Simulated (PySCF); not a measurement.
Molecule: SMILES N[CH]C (C2H6N), doublet. Atoms near the plane z = 0.0 Å, at the CAM-B3LYP/def2-SVP optimised geometry (x, y, z in Å): C1 (0.7, 0.5, 0.9), C2 (0.0, -0.5, 0.0), N3 (-1.4, -0.5, 0.0), H4 (1.8, 0.4, 0.7), H5 (0.4, 1.5, 0.7), H7 (0.5, -1.5, -0.2), H8 (-1.8, 0.4, 0.0), H9 (-1.8, -1.1, -0.7).

Calculation: unrestricted CAM-B3LYP/def2-TZVP in PySCF. Cells within 0.4 Å of a nucleus heavier than hydrogen are left out (blank, or x). The values are rescaled to run from 0 to 1.

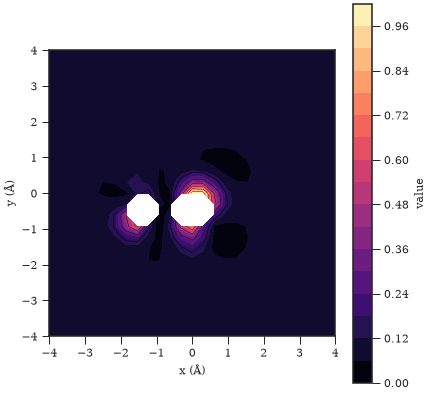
Figure. a field on the plane z = 0.0 Å.

### Question
Which quantity is mapped?
A) electrostatic potential
B) deformation density (molecule minus spherical neutral atoms)
C) an orbital amplitude
D) spin density

### Answer
D, spin density. In full: spin density (e/bohr³).
